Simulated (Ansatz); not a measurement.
## Electronic structure of C2H11NSi2 (SMILES NCC([SiH3])[SiH3]) in real space

```yaml
atoms:
  - { symbol: N, position_ang: [-0.1382, 1.9844, 0.9548] }
  - { symbol: C, position_ang: [0.6009, 0.7376, 1.0089] }
  - { symbol: C, position_ang: [0.3567, -0.0706, -0.2687] }
  - { symbol: Si, position_ang: [0.9589, -1.8538, -0.1480] }
  - { symbol: Si, position_ang: [-1.4855, 0.0328, -0.7300] }
  - { symbol: H, position_ang: [0.2718, 2.6223, 0.2749] }
  - { symbol: H, position_ang: [-0.1403, 2.4631, 1.8523] }
  - { symbol: H, position_ang: [0.2193, 0.1672, 1.8743] }
  - { symbol: H, position_ang: [1.6916, 0.8578, 1.1801] }
  - { symbol: H, position_ang: [0.9138, 0.3831, -1.1117] }
  - { symbol: H, position_ang: [0.9194, -2.5152, -1.4867] }
  - { symbol: H, position_ang: [0.0973, -2.6271, 0.8012] }
  - { symbol: H, position_ang: [2.3658, -1.9016, 0.3659] }
  - { symbol: H, position_ang: [-1.7865, -1.0830, -1.6893] }
  - { symbol: H, position_ang: [-1.8563, 1.3027, -1.4209] }
  - { symbol: H, position_ang: [-2.3340, -0.1768, 0.4809] }
```

These are results of RKS PBE0-D4/def2-SVP in Ansatz, not measurements.

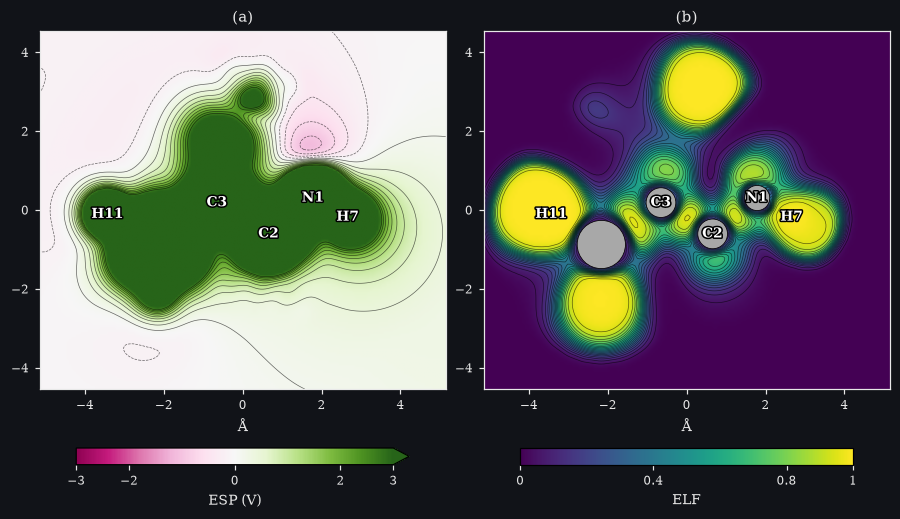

Figure 1. (a) molecular electrostatic potential; (b) electron localisation function on the plane of atoms N1, C2 and C3. Grey discs cover the atomic cores in the ELF map.

### Interpret the plot.

- The plane passes through N, C and H nuclei.
- C–N (1.45 Å): the ELF peaks at about 0.95 between the atoms: a shared electron pair.
- C–C (1.53 Å): the ELF peaks at about 0.95 between the atoms (a shared electron pair).
- N–H (1.02 Å): the ELF climbs to about 1 towards the hydrogen, as it does in any bond to H: an ordinary covalent bond to hydrogen.
- Outside the dense part of the molecule the potential is most negative (−1.1 V) near N1.

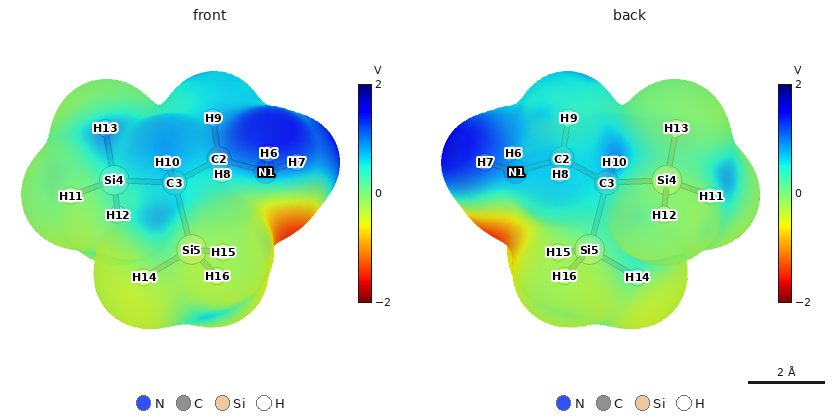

Figure 2. The molecular electrostatic potential painted on the density surface at 0.002 e/bohr³, seen from the front and from behind; red is negative and blue positive.

### Which sites attract a positive test charge, and which a negative one?

A positive charge is drawn to the negative regions and a negative charge to the positive ones. The most negative region (about −1.4 V) lies over N1, the most positive (about +1.6 V) over H6 and H7. N1 is the likeliest acceptor of a hydrogen bond.

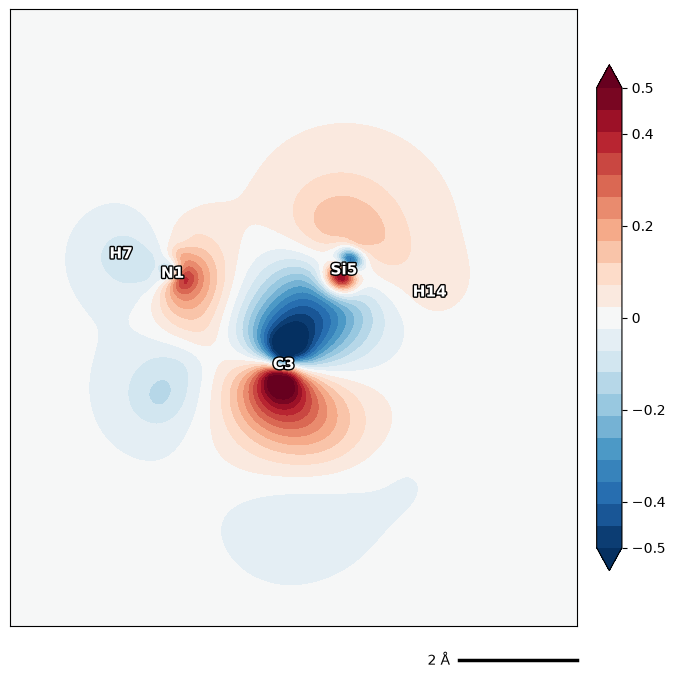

Figure 3. The HOMO−1 on the plane of atoms C3, Si5 and H14 (values in Å⁻³ᐟ²; the overall sign is arbitrary).

### What is the character of this orbital?

Its weight (Hirshfeld) is mainly on C3 (about 35 %), Si5 (about 20 %), Si4 (about 15 %), H13 (about 10 %) and H15 (about 5 %). Its energy is −8.36 eV.
